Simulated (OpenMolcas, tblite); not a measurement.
# Si2H5Cl (SMILES [SiH3][SiH2]Cl): the energy, rung by rung

The species is Si2H5Cl (8 atoms), meant as a singlet with charge 0. As SMILES, `[SiH3][SiH2]Cl`. Geometry: relaxed at PBE0-D4/def2-TZVP.

```xyz
8

Si   -0.7065    0.8818   -0.3903
Si    0.5734   -0.9388    0.3259
Cl    2.4316   -0.2529    0.9080
H    -2.0530    0.4101   -0.8130
H    -0.0343    1.5407   -1.5400
H    -0.8545    1.8557    0.7221
H    -0.0418   -1.6228    1.4914
H     0.7772   -1.9309   -0.7599
```

Each level gives the energy change with the Si2–H7 bond stretched from 1.485 to 1.708 Å (eV). The values are calculated.

| level | kind | program | value (eV) | less CCSD(T)/cc-pVDZ | CPU time (all runs) |
| --- | --- | --- | --- | --- | --- |
| IPEA1-xTB | semi-empirical | tblite | 0.55 | +0.24 | under 2 s |
| HF/cc-pVDZ (unrestricted) | Hartree–Fock | OpenMolcas | 0.36 | +0.05 | 22 s |
| SVWN5/cc-pVDZ (restricted) | LDA | OpenMolcas | 0.24 | -0.07 | 67 s |
| PBE/cc-pVDZ (restricted) | GGA | OpenMolcas | 0.24 | -0.07 | 88 s |
| r2SCAN/cc-pVDZ (restricted) | meta-GGA | OpenMolcas | 0.29 | -0.02 | 1.7 min |
| BHLYP/cc-pVDZ (restricted) | global hybrid | OpenMolcas | 0.34 | +0.03 | 90 s |
| B2PLYP/cc-pVDZ (restricted) | double hybrid | OpenMolcas | 0.32 | +0.01 | 74 s |
| MP2/cc-pVDZ (restricted) | perturbation theory | OpenMolcas | 0.34 | +0.03 | 23 s |
| CCSD(T)/cc-pVDZ (restricted) | coupled cluster or CI | OpenMolcas | 0.31 | 0.00 | 76 s |

CCSD(T)/cc-pVDZ (restricted) is the highest level here, not the true value. The first shape isn't each level's own minimum. The values span 0.24 to 0.55 eV. CPU times are rough (shared hosts, several kinds of processor): they show what a rung costs within a factor of a few.

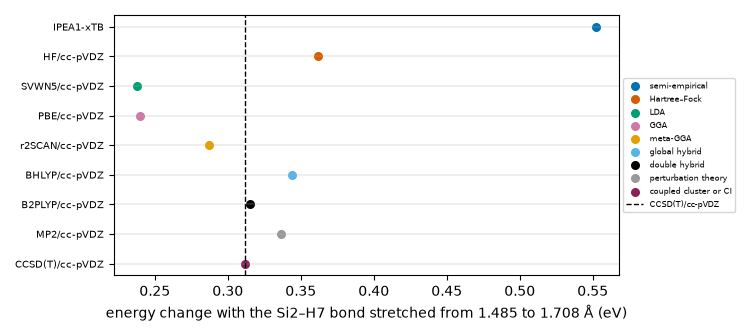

The values of the table, level by level.
